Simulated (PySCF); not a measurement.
# UCCSDT/STO-6G run of BHSCl (SMILES S[B]Cl)

What is the energy change on altering one bond length of BHSCl at UCCSDT/STO-6G? The job is set up through a Python script.

Program for the calculation: PySCF 2.14.0.

9 further runs of the same task are left out: 9 set aside as unsound or not needed.

## (1) The molecule

The species is BHSCl (4 atoms), meant as a doublet with charge 0. As SMILES, `S[B]Cl`. The shape is that of a PBE0-D4/def2-TZVP optimisation.

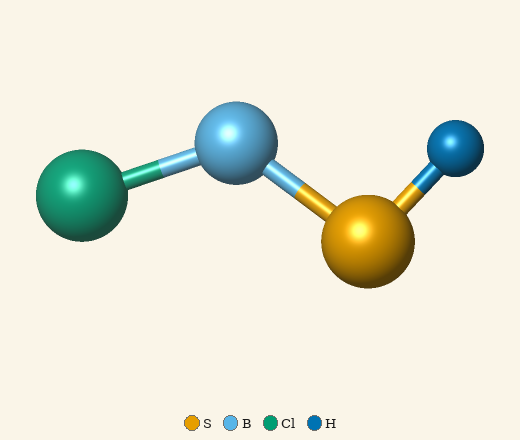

The structure, seen from a chosen angle (sulfur amber, boron blue, chlorine teal, hydrogen blue).

## (2) The energy at UCCSDT/STO-6G

File input.py:

```python
from pyscf import gto, cc

molecule = gto.Mole()
molecule.atom = '''
S      1.070341    -1.491183     1.004200
B     -0.566162     0.898943    -0.653467
Cl    -3.806097     1.164071    -0.807480
H      3.406987    -0.685782     0.418385
'''
molecule.max_memory = 1860
molecule.unit = 'bohr'
molecule.spin = 1
molecule.basis = 'sto-6g'
molecule.verbose = 4
molecule.build()

mf = molecule.UHF()
mf.conv_tol = 1e-10
mf.kernel()
if not mf.converged:
    mf = mf.newton().run(mf.mo_coeff, mf.mo_occ)

mycc = cc.CCSDT(mf, frozen=11)
mycc.kernel()
energy = mycc.e_tot
print('E = %.10f Eh' % energy)
```

Started as:

```
OMP_NUM_THREADS=1 python input.py
```

Log:

```text
PySCF version 2.14.0

[INPUT] num. atoms = 4
[INPUT] num. electrons = 39
[INPUT] charge = 0
[INPUT] spin (= nelec alpha-beta = 2S) = 1
[INPUT] symmetry False subgroup None
[INPUT] Mole.unit = bohr
[INPUT] Symbol           X                Y                Z      unit          X                Y                Z       unit  Magmom
[INPUT]  1 S      0.566400065113  -0.789100060911   0.531399755206 AA    1.070341000000  -1.491183000000   1.004200000000 Bohr   0.0
[INPUT]  2 B     -0.299600028089   0.475700149516  -0.345799844488 AA   -0.566162000000   0.898943000000  -0.653467000000 Bohr   0.0
[INPUT]  3 Cl    -2.014099794951   0.615999845093  -0.427300014274 AA   -3.806097000000   1.164071000000  -0.807480000000 Bohr   0.0
[INPUT]  4 H      1.802899878301  -0.362900206059   0.221399807391 AA    3.406987000000  -0.685782000000   0.418385000000 Bohr   0.0

nuclear repulsion = 106.345088818713
number of shells = 14
number of NR pGTOs = 144
number of NR cGTOs = 24
basis = sto-6g
ecp = {}

******** <class 'pyscf.scf.uhf.UHF'> ********
method = UHF
initial guess = minao
damping factor = 0
level_shift factor = 0
DIIS = <class 'pyscf.scf.diis.CDIIS'>
diis_start_cycle = 1
diis_space = 8
diis_damp = 0
SCF conv_tol = 1e-10
SCF conv_tol_grad = None
SCF max_cycles = 50
direct_scf = True
direct_scf_tol = 1e-13
number electrons alpha = 20  beta = 19
Set gradient conv threshold to 1e-05
init E= -879.24866126968
[... the frontier-level lines of each cycle are left out ...]

cycle= 1 E= -879.282110969501  delta_E= -0.0334  |g|= 0.24  |ddm|= 1.89
cycle= 2 E= -879.3426045728  delta_E= -0.0605  |g|= 0.0841  |ddm|=  0.6
cycle= 3 E= -879.35169716823  delta_E= -0.00909  |g|= 0.0358  |ddm|= 0.189
cycle= 4 E= -879.354535571759  delta_E= -0.00284  |g|= 0.0109  |ddm|= 0.155
cycle= 5 E= -879.354839582019  delta_E= -0.000304  |g|= 0.0048  |ddm|= 0.047
cycle= 6 E= -879.354909918372  delta_E= -7.03e-05  |g|= 0.00124  |ddm|= 0.0276
cycle= 7 E= -879.354914829955  delta_E= -4.91e-06  |g|= 0.000465  |ddm|= 0.00598
cycle= 8 E= -879.354915694928  delta_E= -8.65e-07  |g|= 0.000156  |ddm|= 0.00272
cycle= 9 E= -879.354915787298  delta_E= -9.24e-08  |g|= 4.08e-05  |ddm|= 0.00104
cycle= 10 E= -879.354915791607  delta_E= -4.31e-09  |g|= 1.6e-05  |ddm|= 0.000198
cycle= 11 E= -879.354915792371  delta_E= -7.64e-10  |g|= 5.99e-06  |ddm|= 7.85e-05
cycle= 12 E= -879.3549157925  delta_E= -1.29e-10  |g|= 1.53e-06  |ddm|= 3.61e-05
cycle= 13 E= -879.354915792507  delta_E= -6.48e-12  |g|= 3.55e-07  |ddm|= 8.81e-06
Extra cycle  E= -879.354915792507  delta_E= 4.55e-13  |g|= 1.86e-07  |ddm|= 9.64e-07
converged SCF energy = -879.354915792507  <S^2> = 0.75778588  2S+1 = 2.0077708

******** <class 'pyscf.cc.uccsdt.UCCSDT'> ********
UCCSDT nocc = (np.int64(9), np.int64(8)), nmo = (13, 13)
Allocating only the i<=j<=k part of the T3 amplitude in memory
frozen orbitals 11
max_cycle = 50
conv_tol = 1e-07
conv_tol_normt = 1e-06
diis with the T3 amplitude
diis_space = 6
diis_start_cycle = 0
diis_start_energy_diff = 1e+09
einsum_backend: numpy
_make_eris_incore_UCCSDT
blksize_o_aaa     8    blksize_v_aaa     5
blksize_o_aab     8    blksize_v_aab     5

WARN: A large `blksize_v_aaa` is being used, which may cause large memory consumption
      for storing contraction intermediates. If memory is sufficient, consider using
      `pyscf.cc.uccsdt_highm.UCCSDT` instead.

WARN: A large `blksize_v_aab` is being used, which may cause large memory consumption
      for storing contraction intermediates. If memory is sufficient, consider using
      `pyscf.cc.uccsdt_highm.UCCSDT` instead.

Approximate memory usage estimate
    T3 memory                 153 KB
    R3 memory                 153 KB
    ERIs memory               669 KB
    T1-ERIs memory            669 KB
    Intermediates memory      669 KB
    Block workspace           633 KB
Init t2, MP2 energy = -0.061612960830081
Init E_corr(UCCSDT) = -0.0616129608301263
cycle =  1  E_corr(UCCSDT) = -0.071646431845  dE = -1.003347101475e-02  norm(d tamps) = 8.45685249e-02
cycle =  2  E_corr(UCCSDT) = -0.079842266736  dE = -8.195834890856e-03  norm(d tamps) = 4.17449549e-02
cycle =  3  E_corr(UCCSDT) = -0.081138981210  dE = -1.296714474198e-03  norm(d tamps) = 2.32488759e-02
cycle =  4  E_corr(UCCSDT) = -0.084646058087  dE = -3.507076877500e-03  norm(d tamps) = 1.42032848e-02
cycle =  5  E_corr(UCCSDT) = -0.084633262265  dE =  1.279582259425e-05  norm(d tamps) = 5.13357055e-03
cycle =  6  E_corr(UCCSDT) = -0.084627218248  dE =  6.044016943707e-06  norm(d tamps) = 3.03162147e-03
cycle =  7  E_corr(UCCSDT) = -0.084752820685  dE = -1.256024374292e-04  norm(d tamps) = 1.63451542e-03
cycle =  8  E_corr(UCCSDT) = -0.084755106483  dE = -2.285798061441e-06  norm(d tamps) = 6.98740842e-04
cycle =  9  E_corr(UCCSDT) = -0.084767594386  dE = -1.248790280232e-05  norm(d tamps) = 3.66103639e-04
cycle = 10  E_corr(UCCSDT) = -0.084765250742  dE =  2.343644622746e-06  norm(d tamps) = 1.96234294e-04
cycle = 11  E_corr(UCCSDT) = -0.084765251063  dE = -3.211897275923e-10  norm(d tamps) = 6.81757097e-05
cycle = 12  E_corr(UCCSDT) = -0.084766364677  dE = -1.113613996809e-06  norm(d tamps) = 3.57800399e-05
cycle = 13  E_corr(UCCSDT) = -0.084765761054  dE =  6.036229998618e-07  norm(d tamps) = 1.89135649e-05
cycle = 14  E_corr(UCCSDT) = -0.084765580498  dE =  1.805557958007e-07  norm(d tamps) = 9.68171081e-06
cycle = 15  E_corr(UCCSDT) = -0.084765242309  dE =  3.381885838039e-07  norm(d tamps) = 5.32979748e-06
cycle = 16  E_corr(UCCSDT) = -0.084765126617  dE =  1.156922965623e-07  norm(d tamps) = 2.09497157e-06
cycle = 17  E_corr(UCCSDT) = -0.084765096948  dE =  2.966951270778e-08  norm(d tamps) = 1.07184871e-06
cycle = 18  E_corr(UCCSDT) = -0.084765079310  dE =  1.763778459396e-08  norm(d tamps) = 5.48298054e-07
UCCSDT converged
E(UCCSDT) = -879.4396808718163   E_corr = -0.08476507930977503
E_corr(same-spin) = -0.0127044250729054
E_corr(oppo-spin) = -0.0720606542368696
E = -879.4396808718 Eh
```

Run time: 3 s. Hardware: 1 thread of Arm Neoverse V1, shared host; peak memory 0.12 GiB.

## (3) The distorted shape

File run.py:

```python
from pyscf import gto, cc

mol = gto.M(
    atom='S 0.999415 -1.421522 0.970015; B -0.299600 0.475700 -0.345800; Cl -2.014100 0.616000 -0.427300; H 2.235915 -0.995322 0.660015',
    max_memory=1860,
    verbose=4,
    spin=1,
    basis='sto-6g',
)

hf = mol.UHF()
hf.conv_tol = 1e-10
hf.kernel()
if not hf.converged:
    hf = hf.newton().run(hf.mo_coeff, hf.mo_occ)

mycc = cc.CCSDT(hf, frozen=11)
mycc.kernel()
e_tot = mycc.e_tot
print('E(%s) = %.9f' % ('CCSDT', e_tot))
```

Started as:

```
OMP_NUM_THREADS=1 python run.py
```

Log:

```text
PySCF version 2.14.0

[INPUT] num. atoms = 4
[INPUT] num. electrons = 39
[INPUT] charge = 0
[INPUT] spin (= nelec alpha-beta = 2S) = 1
[INPUT] symmetry False subgroup None
[INPUT] Mole.unit = angstrom
[INPUT] Symbol           X                Y                Z      unit          X                Y                Z       unit  Magmom
[INPUT]  1 S      0.999415000000  -1.421522000000   0.970015000000 AA    1.888620634782  -2.686287260044   1.833062686720 Bohr   0.0
[INPUT]  2 B     -0.299600000000   0.475700000000  -0.345800000000 AA   -0.566161946920   0.898942717456  -0.653467293875 Bohr   0.0
[INPUT]  3 Cl    -2.014100000000   0.616000000000  -0.427300000000 AA   -3.806097387486   1.164071292732  -0.807479973027 Bohr   0.0
[INPUT]  4 H      2.235915000000  -0.995322000000   0.660015000000 AA    4.225266987807  -1.880885985754   1.247247588105 Bohr   0.0

nuclear repulsion = 88.112957237276
number of shells = 14
number of NR pGTOs = 144
number of NR cGTOs = 24
basis = sto-6g
ecp = {}

******** <class 'pyscf.scf.uhf.UHF'> ********
method = UHF
initial guess = minao
damping factor = 0
level_shift factor = 0
DIIS = <class 'pyscf.scf.diis.CDIIS'>
diis_start_cycle = 1
diis_space = 8
diis_damp = 0
SCF conv_tol = 1e-10
SCF conv_tol_grad = None
SCF max_cycles = 50
direct_scf = True
direct_scf_tol = 1e-13
number electrons alpha = 20  beta = 19
Set gradient conv threshold to 1e-05
init E= -878.62310181634
[... the frontier-level lines of each cycle are left out ...]

cycle= 1 E= -879.049429585606  delta_E= -0.426  |g|= 0.319  |ddm|= 1.76
cycle= 2 E= -879.168110047124  delta_E= -0.119  |g|= 0.175  |ddm|= 1.06
cycle= 3 E= -879.205935405004  delta_E= -0.0378  |g|= 0.0628  |ddm|= 0.335
cycle= 4 E= -879.221850956831  delta_E= -0.0159  |g|= 0.0361  |ddm|= 0.287
cycle= 5 E= -879.227912022672  delta_E= -0.00606  |g|= 0.0127  |ddm|= 0.248
cycle= 6 E= -879.228462509003  delta_E= -0.00055  |g|= 0.00852  |ddm|= 0.0466
cycle= 7 E= -879.22893372849  delta_E= -0.000471  |g|= 0.00369  |ddm|= 0.0895
cycle= 8 E= -879.228986675139  delta_E= -5.29e-05  |g|= 0.00126  |ddm|= 0.0263
cycle= 9 E= -879.228993941048  delta_E= -7.27e-06  |g|= 0.000495  |ddm|= 0.0124
cycle= 10 E= -879.228994717437  delta_E= -7.76e-07  |g|= 0.000197  |ddm|= 0.00368
cycle= 11 E= -879.228994900613  delta_E= -1.83e-07  |g|= 5.48e-05  |ddm|= 0.00192
cycle= 12 E= -879.228994910691  delta_E= -1.01e-08  |g|= 1.99e-05  |ddm|= 0.000502
cycle= 13 E= -879.228994912414  delta_E= -1.72e-09  |g|= 5.96e-06  |ddm|= 0.000179
cycle= 14 E= -879.228994912516  delta_E= -1.02e-10  |g|= 1.69e-06  |ddm|= 2.99e-05
cycle= 15 E= -879.228994912525  delta_E= -8.87e-12  |g|= 6.89e-07  |ddm|= 9.67e-06
Extra cycle  E= -879.228994912526  delta_E= -1.59e-12  |g|= 4.56e-07  |ddm|= 1.62e-06
converged SCF energy = -879.228994912526  <S^2> = 1.085529  2S+1 = 2.3113018

******** <class 'pyscf.cc.uccsdt.UCCSDT'> ********
UCCSDT nocc = (np.int64(9), np.int64(8)), nmo = (13, 13)
Allocating only the i<=j<=k part of the T3 amplitude in memory
frozen orbitals 11
max_cycle = 50
conv_tol = 1e-07
conv_tol_normt = 1e-06
diis with the T3 amplitude
diis_space = 6
diis_start_cycle = 0
diis_start_energy_diff = 1e+09
einsum_backend: numpy
_make_eris_incore_UCCSDT
blksize_o_aaa     8    blksize_v_aaa     5
blksize_o_aab     8    blksize_v_aab     5

WARN: A large `blksize_v_aaa` is being used, which may cause large memory consumption
      for storing contraction intermediates. If memory is sufficient, consider using
      `pyscf.cc.uccsdt_highm.UCCSDT` instead.

WARN: A large `blksize_v_aab` is being used, which may cause large memory consumption
      for storing contraction intermediates. If memory is sufficient, consider using
      `pyscf.cc.uccsdt_highm.UCCSDT` instead.

Approximate memory usage estimate
    T3 memory                 153 KB
    R3 memory                 153 KB
    ERIs memory               669 KB
    T1-ERIs memory            669 KB
    Intermediates memory      669 KB
    Block workspace           633 KB
Init t2, MP2 energy = -0.0463653680018992
Init E_corr(UCCSDT) = -0.0463653680021655
cycle =  1  E_corr(UCCSDT) = -0.058135779884  dE = -1.177041188195e-02  norm(d tamps) = 8.78906206e-02
cycle =  2  E_corr(UCCSDT) = -0.067266884933  dE = -9.131105048642e-03  norm(d tamps) = 5.80410989e-02
cycle =  3  E_corr(UCCSDT) = -0.070228663740  dE = -2.961778807344e-03  norm(d tamps) = 4.16454380e-02
cycle =  4  E_corr(UCCSDT) = -0.078840727757  dE = -8.612064017156e-03  norm(d tamps) = 3.37488505e-02
cycle =  5  E_corr(UCCSDT) = -0.080944060075  dE = -2.103332317518e-03  norm(d tamps) = 2.10850104e-02
cycle =  6  E_corr(UCCSDT) = -0.082342463188  dE = -1.398403112751e-03  norm(d tamps) = 1.36839141e-02
cycle =  7  E_corr(UCCSDT) = -0.084092659185  dE = -1.750195997536e-03  norm(d tamps) = 9.18280926e-03
cycle =  8  E_corr(UCCSDT) = -0.084155688222  dE = -6.302903711457e-05  norm(d tamps) = 5.45697108e-03
cycle =  9  E_corr(UCCSDT) = -0.084421142255  dE = -2.654540327072e-04  norm(d tamps) = 3.84867213e-03
cycle = 10  E_corr(UCCSDT) = -0.084483892781  dE = -6.275052628855e-05  norm(d tamps) = 2.90796778e-03
cycle = 11  E_corr(UCCSDT) = -0.084517209555  dE = -3.331677373355e-05  norm(d tamps) = 1.99424150e-03
cycle = 12  E_corr(UCCSDT) = -0.084623213261  dE = -1.060037063408e-04  norm(d tamps) = 1.52893746e-03
cycle = 13  E_corr(UCCSDT) = -0.084673238520  dE = -5.002525849422e-05  norm(d tamps) = 1.05065433e-03
cycle = 14  E_corr(UCCSDT) = -0.084691487236  dE = -1.824871633564e-05  norm(d tamps) = 6.80974207e-04
cycle = 15  E_corr(UCCSDT) = -0.084690354151  dE =  1.133085451202e-06  norm(d tamps) = 4.45051951e-04
cycle = 16  E_corr(UCCSDT) = -0.084680719815  dE =  9.634336023953e-06  norm(d tamps) = 2.89154476e-04
cycle = 17  E_corr(UCCSDT) = -0.084674309750  dE =  6.410064928977e-06  norm(d tamps) = 1.99580363e-04
cycle = 18  E_corr(UCCSDT) = -0.084673321862  dE =  9.878875300712e-07  norm(d tamps) = 1.44269552e-04
cycle = 19  E_corr(UCCSDT) = -0.084671574812  dE =  1.747050246123e-06  norm(d tamps) = 1.13767039e-04
cycle = 20  E_corr(UCCSDT) = -0.084673273768  dE = -1.698955932564e-06  norm(d tamps) = 9.00818807e-05
cycle = 21  E_corr(UCCSDT) = -0.084674546593  dE = -1.272825346621e-06  norm(d tamps) = 6.62165254e-05
cycle = 22  E_corr(UCCSDT) = -0.084677187447  dE = -2.640853462618e-06  norm(d tamps) = 5.31877603e-05
cycle = 23  E_corr(UCCSDT) = -0.084678912023  dE = -1.724576812578e-06  norm(d tamps) = 3.51853423e-05
cycle = 24  E_corr(UCCSDT) = -0.084679707769  dE = -7.957459195185e-07  norm(d tamps) = 2.41056066e-05
cycle = 25  E_corr(UCCSDT) = -0.084679859256  dE = -1.514867436631e-07  norm(d tamps) = 1.83701684e-05
cycle = 26  E_corr(UCCSDT) = -0.084680043739  dE = -1.844826750808e-07  norm(d tamps) = 1.31129188e-05
cycle = 27  E_corr(UCCSDT) = -0.084679977081  dE =  6.665773165382e-08  norm(d tamps) = 1.02711666e-05
cycle = 28  E_corr(UCCSDT) = -0.084679957427  dE =  1.965449510088e-08  norm(d tamps) = 7.96303651e-06
cycle = 29  E_corr(UCCSDT) = -0.084679949744  dE =  7.682991520763e-09  norm(d tamps) = 6.24365870e-06
cycle = 30  E_corr(UCCSDT) = -0.084679972494  dE = -2.275089212855e-08  norm(d tamps) = 4.39385694e-06
cycle = 31  E_corr(UCCSDT) = -0.084680021732  dE = -4.923782752353e-08  norm(d tamps) = 3.42837018e-06
cycle = 32  E_corr(UCCSDT) = -0.084680110807  dE = -8.907454285279e-08  norm(d tamps) = 2.61421750e-06
cycle = 33  E_corr(UCCSDT) = -0.084680150334  dE = -3.952680852071e-08  norm(d tamps) = 1.83900920e-06
cycle = 34  E_corr(UCCSDT) = -0.084680219516  dE = -6.918188684424e-08  norm(d tamps) = 1.49179237e-06
cycle = 35  E_corr(UCCSDT) = -0.084680263639  dE = -4.412298942880e-08  norm(d tamps) = 1.19663130e-06
cycle = 36  E_corr(UCCSDT) = -0.084680300888  dE = -3.724931531279e-08  norm(d tamps) = 9.86181337e-07
UCCSDT converged
E(UCCSDT) = -879.3136752134141   E_corr = -0.08468030088783843
E_corr(same-spin) = -0.00870804303993345
E_corr(oppo-spin) = -0.075972257847905
E(CCSDT) = -879.313675213
```

Wall time 4.8 s (1 thread of Arm Neoverse V1, shared host); peak memory 0.12 GiB.

## (4) Summary of results

Level: UCCSDT/STO-6G, 11 core orbitals frozen.

```
                                                                   quantity          value
                                                  first shape: total energy  -879.43968 Eh
                          first shape: dipole moment (Hartree–Fock density)         2.51 D
    first shape: HOMO energy (Hartree–Fock orbitals) (highest over α and β)       -7.53 eV
     first shape: LUMO energy (Hartree–Fock orbitals) (lowest over α and β)        6.04 eV
                  first shape: correlation energy (11 core orbitals frozen)      -84.8 mEh
                             first shape: ⟨S²⟩ of the reference determinant          0.758
                                                 first shape: T1 diagnostic          0.018
                                              distorted shape: total energy  -879.31368 Eh
                      distorted shape: dipole moment (Hartree–Fock density)         1.49 D
distorted shape: HOMO energy (Hartree–Fock orbitals) (highest over α and β)       -6.93 eV
 distorted shape: LUMO energy (Hartree–Fock orbitals) (lowest over α and β)        5.42 eV
              distorted shape: correlation energy (11 core orbitals frozen)      -84.7 mEh
                         distorted shape: ⟨S²⟩ of the reference determinant          1.086
                                             distorted shape: T1 diagnostic          0.041
          energy change with the S1–B2 bond stretched from 1.766 to 2.649 Å       3.429 eV
```

In words: With the S1–B2 bond stretched from 1.766 to 2.649 Å the energy rises by 3.43 eV (331 kJ/mol). The first shape isn't relaxed at this level, so the change isn't measured from a minimum. The minimal basis adds a large error of its own. Mulliken charges (first shape) of the mean-field density run from -0.24 on Cl3 to +0.15 on B2; they depend strongly on the basis. ⟨S²⟩ (distorted shape) is 1.09 where a pure doublet has 0.75: the reference is spin-contaminated.
